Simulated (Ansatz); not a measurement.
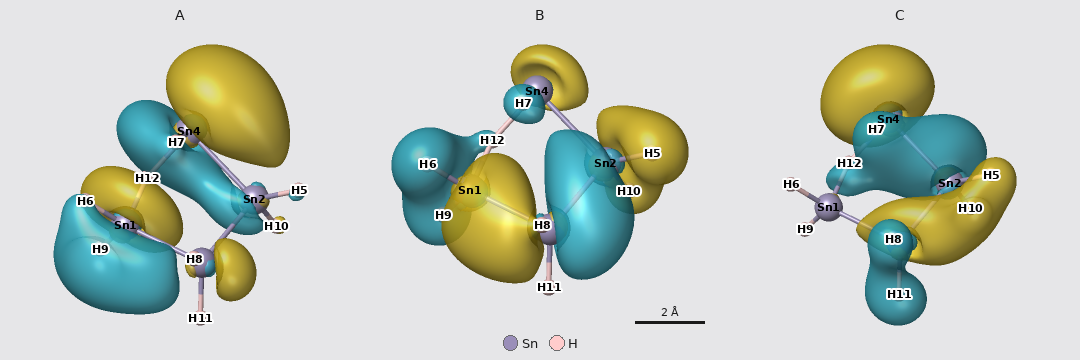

The picture shows: H$_{8}$Sn$_{4}$. Three frontier orbitals at ±0.05 Å⁻³ᐟ² (yellow and cyan are the two phases), in no order.

Geometry: PBE-D4/def2-SVP; core potentials replace the inner electrons of Sn.

Level of theory: RKS PBE0-D4/def2-TZVP in Ansatz.

```xyz
12

Sn    1.9409   -0.0083    0.1620
Sn   -2.0805    0.5196    0.3185
Sn   -0.3336   -1.7070    0.1813
Sn   -0.3003    2.5596   -0.7957
H    -3.5300    0.0810   -0.5462
H     3.0332    0.1515   -1.1770
H     0.0442    1.3318   -2.0763
H    -0.2200   -2.5558   -1.3318
H     2.8918    0.2142    1.6057
H    -2.5651    0.5960    1.9930
H    -0.0749   -2.8907    1.4334
H     1.1943    1.7081    0.2331
```

Which picture is the HOMO−1, the HOMO and the LUMO?

Answer. B is the HOMO−1 (−7.17 eV). By Hirshfeld shares it lies mainly on Sn3 (about 30 %), Sn1 (about 25 %) and Sn2 (about 20 %). C is the HOMO (−6.20 eV). By Hirshfeld shares it lies mainly on Sn4 (about 45 %), Sn2 (about 25 %) and Sn3 (about 10 %). A is the LUMO (−2.28 eV). Its weight (Hirshfeld) is mainly on Sn4 (about 45 %), Sn1 (about 25 %), Sn2 (about 5 %) and Sn3 (about 5 %).

What is the HOMO–LUMO gap?

Answer. 3.92 eV between the orbital energies.
